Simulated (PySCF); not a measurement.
# Geometry relaxation, with input and output: CH$_{8}$ClN$_{2}$Si$_{2}$

CH$_{8}$ClN$_{2}$Si$_{2}$, multiplicity 2, SMILES [SiH3]N[C](Cl)N[SiH3], computed with PBE0-D3(BJ)/def2-SVP geometry optimisation, gas phase (PySCF 2.14.0).

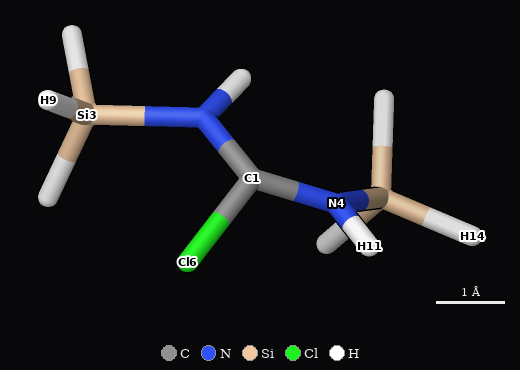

*The input geometry (stick view, seen at a tilt; atoms are numbered from 1 in the order of the input).*

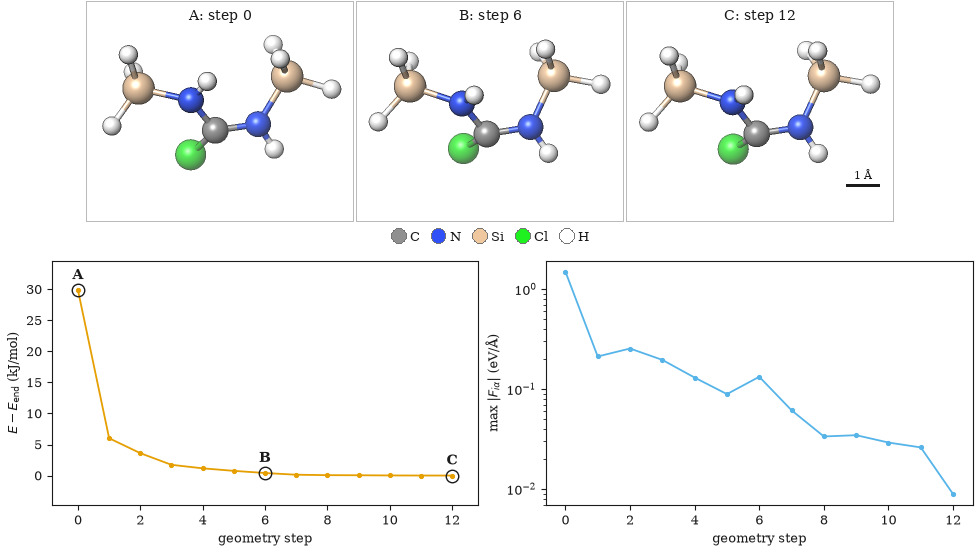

*Frames of the relaxation (ball-and-stick view, seen at a tilt) above the curves, on which the letters mark them (steps are counted from 0).*

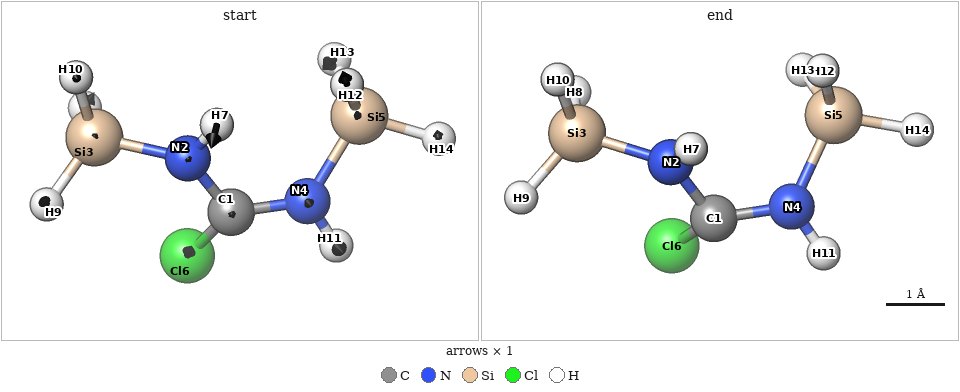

*Before (left) and after (right) the relaxation, at one scale (ball-and-stick view, seen at a tilt). The black arrows give the displacements, at true length.*

After 12 geometry steps the energy has fallen by 29.9 kJ/mol. The largest force component goes from 1.5 to 0.0089 eV/Å. The largest move after the best rigid fit is that of H7, 0.54 Å. Largest moves by element: H 0.54 Å, Cl 0.28 Å, N 0.18 Å, Si 0.13 Å, C 0.12 Å. Among the contacts that change: C1–Cl6 1.735 → 1.801 Å, Si5–H13 1.439 → 1.493 Å, Si3–H9 1.452 → 1.492 Å, N2–Si3 1.721 → 1.760 Å. Among the angles that change: C1–N4–Si5 129.0° → 123.2°, Si5–N4–H11 114.7° → 119.2°, N4–Si5–H12 106.8° → 111.3°. (Atoms are counted from 1 in the order of the input.)

The input that produced these results follows, with the program's output.

Input:
```
{"job": {"xc": "PBE0", "basis": "def2-SVP", "d3": "d3bj", "grid": 2, "kind": "geom", "shake": 0.01}, "charge": 0, "multiplicity": 2}
C     -0.175373     0.303584    -1.000222
N      0.623129     0.730667     0.013032
Si     2.341912     0.643651     0.026343
N     -1.410071    -0.167860    -0.709858
Si    -2.020776    -0.795754     0.807359
Cl     0.668351    -0.491313    -2.291494
H      0.127704     0.987952     0.844844
H      2.847773    -0.735513    -0.020945
H      2.890154     1.408515    -1.079055
H      2.668223     1.270286     1.327973
H     -1.966125    -0.417914    -1.529858
H     -1.959823     0.318402     1.789773
H     -1.239556    -1.888634     1.322253
H     -3.401999    -1.180676     0.514265
```

The first line tells a small driver script what to run in PySCF; the rest is the geometry in Å.

Command:
```bash
OMP_NUM_THREADS=1 python <driver script> task.json out
```

Output:
```
step   0  E = -1190.57894823  max force = 0.029194
step   1  E = -1190.58802956  max force = 0.004128
step   2  E = -1190.58894449  max force = 0.004961
step   3  E = -1190.58965938  max force = 0.003815
step   4  E = -1190.58987421  max force = 0.002537
step   5  E = -1190.59002929  max force = 0.001734
step   6  E = -1190.59016146  max force = 0.002586
step   7  E = -1190.59026624  max force = 0.001195
step   8  E = -1190.59029264  max force = 0.000654
step   9  E = -1190.59029979  max force = 0.000674
step  10  E = -1190.59031088  max force = 0.000569
step  11  E = -1190.59031544  max force = 0.000507
step  12  E = -1190.59031773  max force = 0.000174
optimisation converged
```

Trajectory as extended XYZ (Å, eV, eV/Å), 13 frames, from step=0 to step=12:
```
14
Properties=species:S:1:pos:R:3:forces:R:3 step=0 energy=-32397.30335
C    -0.1754    0.3036   -1.0002   -0.4084   0.8875  -0.9532
N     0.6231    0.7307    0.0130    0.0666  -0.1050   0.5486
Si    2.3419    0.6437    0.0263    0.2902   0.0252   0.5154
N    -1.4101   -0.1679   -0.7099   -1.5012  -0.7792  -0.0985
Si   -2.0208   -0.7957    0.8074    0.1097   0.9257  -0.3457
Cl    0.6683   -0.4913   -2.2915    0.6566  -0.6448  -0.8067
H     0.1277    0.9879    0.8448   -0.2423   0.3271   0.5090
H     2.8478   -0.7355   -0.0209    0.2365  -0.3940   0.0231
H     2.8902    1.4085   -1.0791    0.4323   0.4035  -0.5415
H     2.6682    1.2703    1.3280    0.1985   0.0826   0.1948
H    -1.9661   -0.4179   -1.5299    0.2098   0.3041   0.1942
H    -1.9598    0.3184    1.7898   -0.0757   0.0601   0.2650
H    -1.2396   -1.8886    1.3222    0.4950  -0.9412   0.5054
H    -3.4020   -1.1807    0.5143   -0.4676  -0.1517  -0.0101
14
Properties=species:S:1:pos:R:3:forces:R:3 step=1 energy=-32397.55046
C    -0.2343    0.3556   -1.0955   -0.0022  -0.1567   0.1618
N     0.5800    0.7556   -0.0430   -0.1602  -0.1467   0.0340
Si    2.3279    0.6774    0.0555    0.2123  -0.0338  -0.0307
N    -1.4633   -0.1686   -0.7454    0.1077   0.1068  -0.0391
Si   -1.9560   -0.8321    0.8040   -0.1599   0.0347   0.0603
Cl    0.6738   -0.5878   -2.3386    0.0888   0.0593   0.0234
H     0.0719    1.0896    0.7708   -0.0346   0.1341  -0.0736
H     2.8487   -0.7218    0.0617   -0.0238   0.0179   0.0050
H     2.9876    1.4347   -1.0439    0.0006   0.0203  -0.0263
H     2.6555    1.3215    1.3647   -0.0820  -0.0095  -0.0273
H    -2.0682   -0.3306   -1.5413   -0.1130   0.0453  -0.0333
H    -1.8829    0.2146    1.8728    0.0307   0.0128  -0.0376
H    -1.1701   -2.0014    1.2845    0.0973  -0.0870  -0.0350
H    -3.3807   -1.2244    0.5979    0.0384   0.0027   0.0182
14
Properties=species:S:1:pos:R:3:forces:R:3 step=2 energy=-32397.57536
C    -0.2462    0.3443   -1.1010   -0.1543   0.0513  -0.2551
N     0.5477    0.7683   -0.0460   -0.0503  -0.2183   0.0554
Si    2.2950    0.6593    0.0844    0.0924   0.0251  -0.0228
N    -1.4955   -0.1422   -0.7737    0.1648   0.0367   0.1200
Si   -1.9018   -0.8443    0.7845   -0.0953  -0.0823   0.0774
Cl    0.6886   -0.6088   -2.3164    0.0341   0.0249   0.1052
H     0.0284    1.1786    0.7248   -0.0013   0.1081  -0.0873
H     2.7844   -0.7459    0.1890   -0.0120  -0.0005  -0.0069
H     2.9892    1.3403   -1.0454   -0.0021   0.0020   0.0098
H     2.5890    1.3772    1.3598   -0.0112   0.0014   0.0115
H    -2.1334   -0.2618   -1.5537    0.0498   0.0692   0.0091
H    -1.7199    0.1694    1.8706   -0.0228  -0.0074  -0.0093
H    -1.0929   -2.0456    1.1522    0.0153  -0.0015  -0.0306
H    -3.3428   -1.2064    0.6750   -0.0070  -0.0087   0.0234
14
Properties=species:S:1:pos:R:3:forces:R:3 step=3 energy=-32397.59481
C    -0.2474    0.3504   -1.0978   -0.0888  -0.0218  -0.1345
N     0.5520    0.8082   -0.0657    0.1205  -0.1070   0.1296
Si    2.2992    0.6604    0.0915   -0.0990   0.0881  -0.0456
N    -1.4987   -0.1046   -0.7429   -0.1056   0.0502  -0.0470
Si   -1.9064   -0.8980    0.7763    0.1962  -0.0593   0.0252
Cl    0.6973   -0.6583   -2.2555   -0.0109  -0.0198   0.0313
H     0.0420    1.3394    0.6335    0.0167   0.0548  -0.0414
H     2.7405   -0.7417    0.3361    0.0044  -0.0205  -0.0150
H     3.0257    1.2177   -1.0859    0.0087  -0.0044   0.0399
H     2.5761    1.4881    1.3005    0.0577   0.0058   0.0396
H    -2.1625   -0.1507   -1.5097    0.0247  -0.0007   0.0196
H    -1.6438    0.0262    1.9217   -0.0404  -0.0219   0.0125
H    -1.1224   -2.1551    1.0045   -0.0585   0.0616   0.0074
H    -3.3618   -1.1996    0.6976   -0.0256  -0.0053  -0.0215
14
Properties=species:S:1:pos:R:3:forces:R:3 step=4 energy=-32397.60066
C    -0.2597    0.3566   -1.1093    0.0424  -0.0847  -0.1080
N     0.5445    0.8147   -0.0784    0.0371  -0.0358   0.1305
Si    2.2885    0.6571    0.1046   -0.0793   0.0320  -0.0329
N    -1.5147   -0.0805   -0.7472   -0.0738   0.0772   0.0598
Si   -1.8811   -0.9021    0.7696    0.0699  -0.0335  -0.0121
Cl    0.6799   -0.6958   -2.2302    0.0069  -0.0117  -0.0326
H     0.0391    1.3873    0.5906    0.0116   0.0610  -0.0090
H     2.7095   -0.7478    0.3720   -0.0001  -0.0067  -0.0145
H     3.0404    1.1882   -1.0674    0.0113   0.0100   0.0111
H     2.5675    1.4965    1.3076    0.0172  -0.0100   0.0034
H    -2.1886   -0.1183   -1.5047    0.0179  -0.0154   0.0030
H    -1.6117   -0.0020    1.9311   -0.0274  -0.0043   0.0061
H    -1.0875   -2.1564    0.9565   -0.0177   0.0307   0.0055
H    -3.3362   -1.2150    0.7094   -0.0160  -0.0091  -0.0102
14
Properties=species:S:1:pos:R:3:forces:R:3 step=5 energy=-32397.60488
C    -0.2555    0.3588   -1.0942    0.0173  -0.0095   0.0191
N     0.5426    0.8283   -0.0589   -0.0082  -0.0764   0.0090
Si    2.2859    0.6560    0.0972    0.0461  -0.0136   0.0479
N    -1.5201   -0.0564   -0.7376    0.0468   0.0783   0.0892
Si   -1.8828   -0.9073    0.7655   -0.0891   0.0058  -0.0380
Cl    0.6884   -0.7286   -2.1782   -0.0145  -0.0074  -0.0419
H     0.0528    1.4489    0.5787   -0.0145   0.0219  -0.0383
H     2.6892   -0.7564    0.3564   -0.0054   0.0172  -0.0037
H     3.0327    1.1728   -1.0832    0.0118   0.0313  -0.0124
H     2.6090    1.4898    1.2954   -0.0244  -0.0131  -0.0173
H    -2.1853   -0.0967   -1.5015   -0.0205  -0.0277  -0.0154
H    -1.6640   -0.0287    1.9521    0.0018   0.0222  -0.0041
H    -1.0718   -2.1465    0.9417    0.0428  -0.0212   0.0015
H    -3.3312   -1.2516    0.6708    0.0101  -0.0078   0.0046
14
Properties=species:S:1:pos:R:3:forces:R:3 step=6 energy=-32397.60848
C    -0.2551    0.3448   -1.0953    0.0848   0.0193   0.0188
N     0.5543    0.8075   -0.0626   -0.1056  -0.0671  -0.0144
Si    2.2984    0.6590    0.0982    0.0526  -0.0476   0.0214
N    -1.5262   -0.0431   -0.7292    0.1061   0.0438   0.0447
Si   -1.8915   -0.9003    0.7695   -0.1330   0.0047  -0.0247
Cl    0.6604   -0.7575   -2.1905   -0.0189   0.0348   0.0389
H     0.0675    1.4462    0.5596   -0.0042   0.0164  -0.0201
H     2.7184   -0.7524    0.3330   -0.0084   0.0123  -0.0130
H     3.0493    1.2096   -1.0651   -0.0015   0.0176  -0.0269
H     2.6080    1.4735    1.3127   -0.0384  -0.0072  -0.0194
H    -2.1891   -0.0901   -1.4948   -0.0283  -0.0164  -0.0133
H    -1.7079   -0.0207    1.9612    0.0146   0.0260  -0.0054
H    -1.0632   -2.1253    0.9535    0.0563  -0.0341   0.0020
H    -3.3335   -1.2689    0.6539    0.0239  -0.0025   0.0115
14
Properties=species:S:1:pos:R:3:forces:R:3 step=7 energy=-32397.61133
C    -0.2535    0.3467   -1.0949    0.0341   0.0013   0.0359
N     0.5502    0.7926   -0.0522   -0.0567  -0.0214  -0.0061
Si    2.2953    0.6477    0.0973    0.0613  -0.0175   0.0067
N    -1.5278   -0.0310   -0.7308    0.0138  -0.0027  -0.0405
Si   -1.8896   -0.8868    0.7693   -0.0614  -0.0041   0.0152
Cl    0.6573   -0.7655   -2.1818   -0.0052   0.0146  -0.0026
H     0.0662    1.4426    0.5607    0.0098   0.0167  -0.0070
H     2.7213   -0.7666    0.2925   -0.0053   0.0055  -0.0067
H     3.0398    1.2365   -1.0536   -0.0099   0.0006  -0.0079
H     2.5987    1.4329    1.3307   -0.0135   0.0051   0.0024
H    -2.1853   -0.0962   -1.5007   -0.0054   0.0032   0.0050
H    -1.7444    0.0129    1.9521    0.0047   0.0052   0.0003
H    -1.0204   -2.0829    0.9721    0.0198  -0.0063   0.0003
H    -3.3177   -1.3007    0.6436    0.0141  -0.0002   0.0050
14
Properties=species:S:1:pos:R:3:forces:R:3 step=8 energy=-32397.61205
C    -0.2502    0.3452   -1.0872   -0.0042   0.0171   0.0035
N     0.5525    0.7842   -0.0415   -0.0236  -0.0243   0.0042
Si    2.3003    0.6434    0.0949    0.0192   0.0117   0.0016
N    -1.5277   -0.0283   -0.7298    0.0050  -0.0336  -0.0273
Si   -1.8986   -0.8837    0.7697    0.0074   0.0058   0.0119
Cl    0.6590   -0.7619   -2.1795   -0.0065  -0.0003  -0.0033
H     0.0735    1.4435    0.5653    0.0089   0.0125   0.0002
H     2.7311   -0.7708    0.2738   -0.0005  -0.0015   0.0001
H     3.0318    1.2458   -1.0578   -0.0028  -0.0037   0.0023
H     2.6046    1.4214    1.3326    0.0009   0.0006   0.0017
H    -2.1802   -0.0972   -1.5037    0.0016   0.0134   0.0058
H    -1.7754    0.0241    1.9493   -0.0004  -0.0034   0.0008
H    -1.0118   -2.0662    0.9848   -0.0038   0.0064   0.0005
H    -3.3189   -1.3171    0.6332   -0.0012  -0.0007  -0.0020
14
Properties=species:S:1:pos:R:3:forces:R:3 step=9 energy=-32397.61224
C    -0.2500    0.3456   -1.0866   -0.0102   0.0143  -0.0006
N     0.5521    0.7810   -0.0391    0.0006  -0.0181   0.0111
Si    2.3010    0.6416    0.0955   -0.0013   0.0120  -0.0019
N    -1.5272   -0.0296   -0.7308   -0.0034  -0.0346  -0.0133
Si   -1.8996   -0.8827    0.7701    0.0178   0.0116   0.0024
Cl    0.6582   -0.7576   -2.1832   -0.0012  -0.0001  -0.0012
H     0.0756    1.4435    0.5663    0.0054   0.0068  -0.0036
H     2.7328   -0.7725    0.2716    0.0003  -0.0020   0.0011
H     3.0298    1.2462   -1.0576    0.0010  -0.0022   0.0025
H     2.6049    1.4186    1.3340    0.0031  -0.0007   0.0010
H    -2.1794   -0.0972   -1.5050   -0.0019   0.0119   0.0033
H    -1.7814    0.0279    1.9480   -0.0023  -0.0027   0.0013
H    -1.0088   -2.0613    0.9897   -0.0052   0.0039   0.0004
H    -3.3180   -1.3211    0.6314   -0.0028  -0.0003  -0.0026
14
Properties=species:S:1:pos:R:3:forces:R:3 step=10 energy=-32397.61254
C    -0.2503    0.3468   -1.0862   -0.0141   0.0039  -0.0071
N     0.5509    0.7737   -0.0342    0.0292  -0.0024   0.0172
Si    2.3013    0.6380    0.0969   -0.0242   0.0021  -0.0064
N    -1.5265   -0.0347   -0.7340   -0.0029  -0.0238   0.0079
Si   -1.8998   -0.8803    0.7709    0.0157   0.0147  -0.0106
Cl    0.6584   -0.7459   -2.1923    0.0041   0.0000  -0.0003
H     0.0792    1.4430    0.5678   -0.0034   0.0002  -0.0059
H     2.7348   -0.7762    0.2681    0.0011  -0.0008   0.0017
H     3.0265    1.2461   -1.0563    0.0047   0.0021   0.0019
H     2.6056    1.4123    1.3370    0.0033  -0.0013   0.0002
H    -2.1795   -0.0974   -1.5077   -0.0052   0.0071   0.0011
H    -1.7925    0.0365    1.9451   -0.0033   0.0002   0.0008
H    -1.0030   -2.0518    1.0009   -0.0026  -0.0023   0.0001
H    -3.3151   -1.3278    0.6281   -0.0025   0.0003  -0.0007
14
Properties=species:S:1:pos:R:3:forces:R:3 step=11 energy=-32397.61267
C    -0.2505    0.3469   -1.0872   -0.0093  -0.0035  -0.0043
N     0.5501    0.7693   -0.0326    0.0261   0.0054   0.0123
Si    2.3009    0.6364    0.0976   -0.0203  -0.0037  -0.0046
N    -1.5253   -0.0400   -0.7363    0.0002  -0.0114   0.0068
Si   -1.8993   -0.8786    0.7717    0.0078   0.0087  -0.0087
Cl    0.6600   -0.7377   -2.1996    0.0032   0.0013   0.0014
H     0.0795    1.4401    0.5687   -0.0047  -0.0012  -0.0051
H     2.7362   -0.7777    0.2656    0.0005   0.0001   0.0002
H     3.0258    1.2481   -1.0539    0.0036   0.0032   0.0011
H     2.6045    1.4078    1.3396    0.0019  -0.0011   0.0000
H    -2.1801   -0.0988   -1.5088   -0.0049   0.0037   0.0004
H    -1.7957    0.0429    1.9426   -0.0022   0.0010   0.0005
H    -1.0023   -2.0484    1.0086   -0.0008  -0.0028  -0.0002
H    -3.3140   -1.3280    0.6282   -0.0011   0.0003   0.0003
14
Properties=species:S:1:pos:R:3:forces:R:3 step=12 energy=-32397.61273
C    -0.2504    0.3463   -1.0881   -0.0023  -0.0056   0.0008
N     0.5497    0.7670   -0.0320    0.0089   0.0072   0.0013
Si    2.3002    0.6355    0.0978   -0.0056  -0.0051   0.0000
N    -1.5244   -0.0439   -0.7379    0.0031  -0.0022   0.0002
Si   -1.8987   -0.8775    0.7721   -0.0009   0.0017  -0.0020
Cl    0.6623   -0.7334   -2.2033    0.0001   0.0016   0.0015
H     0.0788    1.4385    0.5683   -0.0025  -0.0006  -0.0019
H     2.7367   -0.7787    0.2627   -0.0002   0.0004  -0.0011
H     3.0260    1.2509   -1.0512    0.0010   0.0023   0.0004
H     2.6035    1.4038    1.3419    0.0003  -0.0006   0.0002
H    -2.1808   -0.0994   -1.5091   -0.0021   0.0013   0.0005
H    -1.7965    0.0471    1.9408   -0.0003   0.0007   0.0000
H    -1.0030   -2.0474    1.0132    0.0005  -0.0012  -0.0003
H    -3.3136   -1.3266    0.6289    0.0002   0.0002   0.0005
```

Key numbers:

```tsv
quantity	value
outcome	converged
total energy	−1190.590318 hartree
⟨S²⟩	0.753
dipole moment	1.86 D
point group	C1
hardware	1 CPU thread, shared host
wall time	3.9 min
peak memory	0.76 GiB
```
